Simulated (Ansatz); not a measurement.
System: F₅Ta···F (doublet).

The calculation's input:

```
crystal:
  periodic: [false, false, false]
  atoms:
    - { symbol: Ta, position_ang: [0.0, 0.0, 0.0] }
    - { symbol: F, position_ang: [2.18, 0.0, 0.0] }
    - { symbol: F, position_ang: [0.0, 0.0, 1.93] }
    - { symbol: F, position_ang: [0.0, 0.0, -1.93] }
    - { symbol: F, position_ang: [-0.965, 1.6714, 0.0] }
    - { symbol: F, position_ang: [-0.965, -1.6714, 0.0] }
    - { symbol: F, position_ang: [3.62, 0.0, 0.0] }
magnetization:
  spin_polarized: true
  initial_magnetization: 1
basis:
  gaussian: { orbitals: def2-SVP }
hamiltonian:
  xc: hf
relax:
  f_tol: 0.15
  max_steps: 25
  restrain:
    - { distance: [1, 6], at: 2.34, k: 30.0 }
    - { distance: [0, 1], at: 1.93, k: 30.0 }
output:
  orbitals: {}
```

Launched as:

```sh
ansatz run input.yaml --threads 4 --pin off --max-ram 5120MiB --backend cpu --events-out ev --progress --plain --runs-dir out
```

The fields are those of the run's last geometry, not of the input's.

Core potentials replace the inner electrons of Ta; not at a stationary point (largest force 1.5 eV/Å).

Theory: UHF/def2-SVP (Ansatz).

**What can the converged electron density, electron localisation function and spin density tell about the bonding?**

F2···F7 (2.35 Å): the density falls to about 0.12 e/Å³ on the way; the ELF dips to about 0 between them.
Ta–F (1.87 Å): ρ is about 1 e/Å³ halfway; the ELF peaks at about 0.85 in the valence shell of F, 0.6 Å from its nucleus, and drops to about 0.20 between the two atoms.
Ta–F (1.89 Å): ρ at the midpoint is about 0.94 e/Å³; the ELF peaks at about 0.85 in the valence shell of F, 0.6 Å from its nucleus, and drops to about 0.20 between the two atoms.
The unpaired spin (1 electron) lies mostly on F7 (about 1.0), in electrons by Hirshfeld's partition.

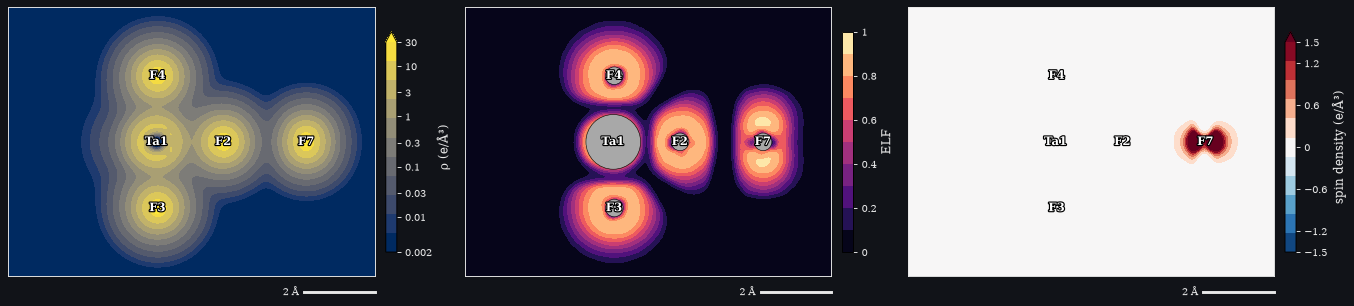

Computed electron density, electron localisation function and spin density on the plane of atoms F2, Ta1 and F4, in this order. Grey discs cover the atomic cores in the ELF map. 
